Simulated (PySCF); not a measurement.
SMILES Nc1[c]cccc1 (C6H6N), doublet at its B3LYP/def2-SVP optimised geometry (Å):

```
13

N     -2.4087    -0.1963     0.0512
C     -1.0251    -0.1104     0.0000
C     -0.1947    -1.2299     0.0000
C      1.1794    -1.2299     0.0000
C      1.8286     0.0200    -0.0003
C      1.0533     1.1841    -0.0032
C     -0.3434     1.1299    -0.0034
H     -2.8067    -1.0807    -0.2426
H     -2.9201     0.6078    -0.2939
H      1.7543    -2.1612    -0.0012
H      2.9201     0.0737     0.0005
H      1.5437     2.1612    -0.0061
H     -0.9279     2.0560    -0.0029
```

Computed with unrestricted B3LYP/def2-TZVP run with PySCF. Cells within 0.4 Å of a nucleus heavier than hydrogen are left out (blank, or x).

Map of the deformation density (molecule minus spherical neutral atoms) (e/bohr³) on the plane z = 0.0 Å:

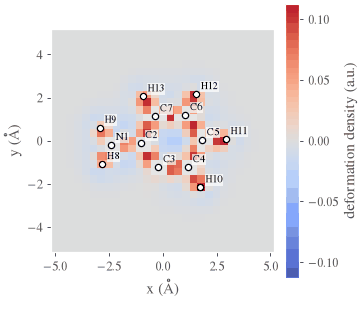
*Deformation density (molecule minus spherical neutral atoms) (e/bohr³) on the plane z = 0.0 Å.*
